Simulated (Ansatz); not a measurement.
```yaml
atoms:
  - { symbol: Al, position_ang: [0.0001, 0.0000, 0.0001] }
  - { symbol: F, position_ang: [-0.0203, -0.0109, 1.8971] }
  - { symbol: F, position_ang: [0.0205, 0.0110, -1.8971] }
  - { symbol: F, position_ang: [1.8970, 0.0059, 0.0201] }
  - { symbol: F, position_ang: [-1.8969, -0.0062, -0.0205] }
  - { symbol: F, position_ang: [-0.0065, 1.8967, 0.0107] }
  - { symbol: F, position_ang: [0.0061, -1.8965, -0.0105] }
```

Geometry: r2SCAN-D4/def2-SVPD; the highest occupied orbital lies above zero, a sign that basis and functional describe the outermost electron poorly.

Theory: Ansatz, RKS PBE0-D4/def2-TZVPD.

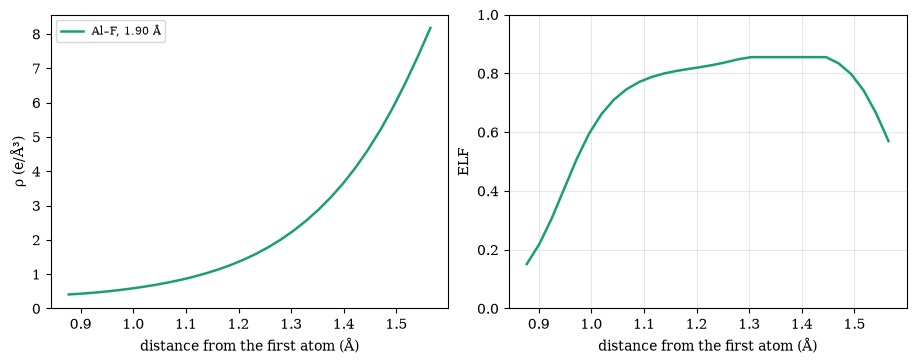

AlF6 (charge −3). Total electron density and electron localisation function along straight lines between neighbouring atoms. The curves leave out the atomic cores.

**What can be read from the curves?**

Al–F (1.90 Å): the density is about 0.49 e/Å³ at the midpoint; the ELF peaks at about 0.85 in the valence shell of F, 0.6 Å from its nucleus, and is about 0.40 at the midpoint.
